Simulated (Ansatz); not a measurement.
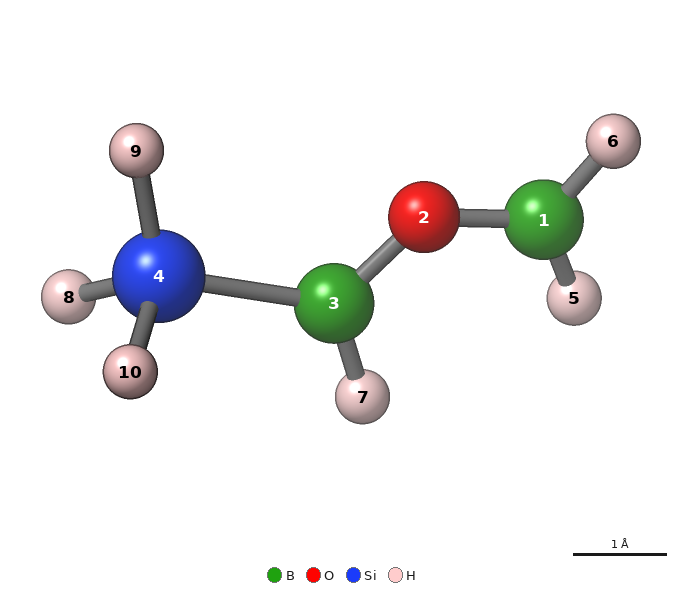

Orthographic view. Depth is shown by fading: the farther an atom, the more it takes the colour of the background. Computed geometry: PBE-D4/def2-SVP optimisation. No frequency run is at hand to confirm it as a minimum.

Give the geometry as a Z-matrix, atoms in numerical order, with these reference atoms: 2 to 1; 3 to 2, 1; 4 to 3, 2, 1; 5 to 1, 2, 3; 6 to 1, 5, 2; 7 to 3, 2, 1; 8 to 4, 3, 7; 9 to 4, 8, 3; 10 to 4, 9, 8.

```
B  
O    1   1.378
B    2   1.379   1   126.2
Si   3   2.036   2   120.3   1  -175.1
H    1   1.219   2   119.7   3     6.5
H    1   1.216   5   123.2   2  -179.6
H    3   1.225   2   118.4   1     5.9
H    4   1.509   3   110.0   7   -50.5
H    4   1.506   8   108.8   3   125.7
H    4   1.511   9   108.4   8  -115.6
```
